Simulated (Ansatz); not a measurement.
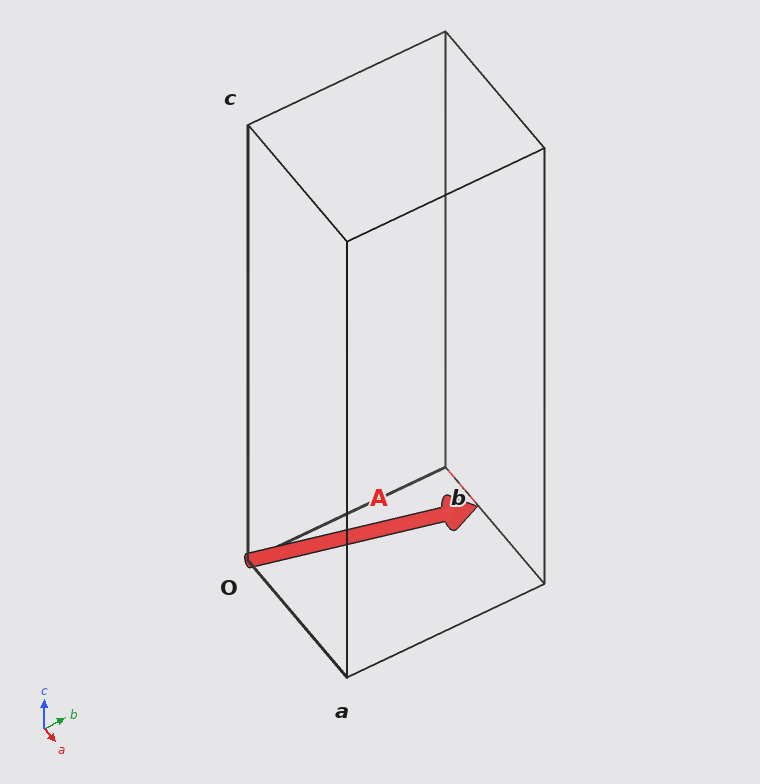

The arrow starts at a corner of the unit cell and ends on its surface; where a tip isn't a corner, dashed lines run from it parallel to the axes. Crystal: Ru, the geometry relaxed at fixed volume with DFT r2SCAN, scalar-relativistic, plane waves, PAW (Ansatz 0.2.0). All values are computed from the atomic coordinates in the standard setting (tolerance 0.002 Å).

a = 2.645 Å, b = 2.645 Å, c = 4.187 Å, α = 90.00°, β = 90.00°, γ = 120.00°.

Question: Index the direction.

Answer: Arrow A runs from (0, 0, 0) to (1/3, 1, 0), so [1 3 0], in four indices [−1 5 −4 0].

Question: How long is the vector ua + vb + wc?

Answer: 6.997 Å.
